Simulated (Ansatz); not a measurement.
**AlH4 (doublet): from Hartree-Fock to the top rungs at scale of all distances = 0.872, 6-31G**

How much of the correlation energy of AlH4 (doublet) does each wave-function method recover here?

Method: 6-31G, core rule «outside noble gas», up to 5 orbitals frozen; program: Ansatz 0.2.0, Gaussian basis.

To be run: UHF; CCSD(T) on ROHF; CCSD(T) on UHF; BCCD(T) on ROHF; CISD; CCSDT(Q) on ROHF; CCSDT(Q) on UHF; CISDTQ; CCSDTQ on ROHF; CCSDTQ on UHF; CASSCF and MRCISD+Q, 3 electrons in 3 orbitals; CASSCF and NEVPT2, 3 electrons in 3 orbitals; Full CI.

20 further runs of the same task are left out: 5 for a known fault of the program, 10 that didn't finish, 5 set aside as unsound or not needed.

### 1 The geometry

The geometry derives from a PBE0/def2-TZVP stationary point (not a proven minimum). All distances are scaled together.

5 atoms, charge 0, spin multiplicity 2.

Atoms are counted from 1 here; the program's logs count them from 0.

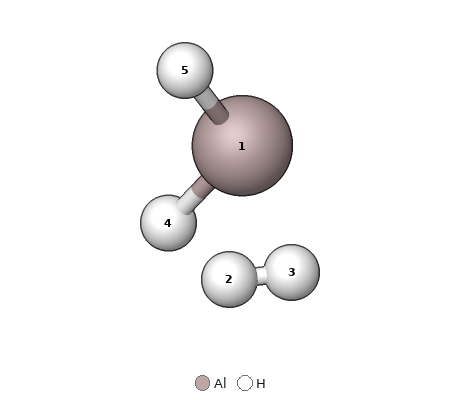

The geometry (aluminium light grey, hydrogen white); atoms are numbered from 1 in the order of the file.

### 2 UHF

File in.yaml:

```yaml
crystal:
  periodic: [false, false, false]
  atoms:
    - {symbol: Al, position_ang: [-0.052204, 0.000128, -0.115774]}
    - {symbol: H, position_ang: [0.391286, 0.001571, 1.731593]}
    - {symbol: H, position_ang: [-0.276481, -0.007766, 1.705971]}
    - {symbol: H, position_ang: [0.639439, 1.206246, -0.164631]}
    - {symbol: H, position_ang: [0.643198, -1.203473, -0.173781]}
basis:
  gaussian: {orbitals: 6-31G}
magnetization: {spin_polarized: true, initial_magnetization: 1}
hamiltonian: {xc: hf}
output: {orbitals: {seedname: orbitals}}
```

Run with:

```bash
$ ansatz run in.yaml --threads 1 --pin off --events-out ev --progress --plain --max-ram 2393MiB
```

After this run come: CCSD(T) on ROHF; CCSD(T) on UHF; BCCD(T) on ROHF; CISD; CCSDT(Q) on ROHF; CCSDT(Q) on UHF; CISDTQ; CCSDTQ on ROHF; CCSDTQ on UHF; CASSCF and MRCISD+Q, 3 electrons in 3 orbitals; CASSCF and NEVPT2, 3 electrons in 3 orbitals; Full CI.

**Question.** What will the summary of the whole plan be? Wanted: FCI below the RHF energy; RMP2 from FCI; UMP2 from FCI; RCCSD from FCI; RCCSD(T) from FCI; UCCSD(T) from FCI; RCCSDT(Q) from FCI; UCCSDT(Q) from FCI; NEVPT2 pair from FCI.

As calculated:

```
                         quantity                                                                                                      value
         FCI below the RHF energy                                                                                                 -1.8191 eV
                    RMP2 from FCI                                                                                                 +528.4 meV
                    UMP2 from FCI                                                                                                 +524.6 meV
                   RCCSD from FCI                                                                                                  +22.4 meV
                RCCSD(T) from FCI                                                                                                   +7.1 meV
                UCCSD(T) from FCI                                                                                                   +7.0 meV
               RCCSDT(Q) from FCI                                                                                                   +0.1 meV
               UCCSDT(Q) from FCI                                                                                                   -0.1 meV
             NEVPT2 pair from FCI                                                                                                 +449.3 meV
levels within 1 kcal/mol (43 meV)  RCCSD, UCCSD, RCCSD(T), UCCSD(T), BCCD(T), RCCSDT, UCCSDT, CISDTQ, RCCSDT(Q), UCCSDT(Q), RCCSDTQ, UCCSDTQ
                    T1 diagnostic                                                                                                      0.013
   effectively unpaired electrons                                                                                                       1.01
```

What this shows: RCCSD(T) misses by +7.1 meV, 0.4 % of the correlation energy. One determinant dominates. These misses are within one basis, not against nature; the frozen cores of restricted and unrestricted runs differ, which can shift their rows.
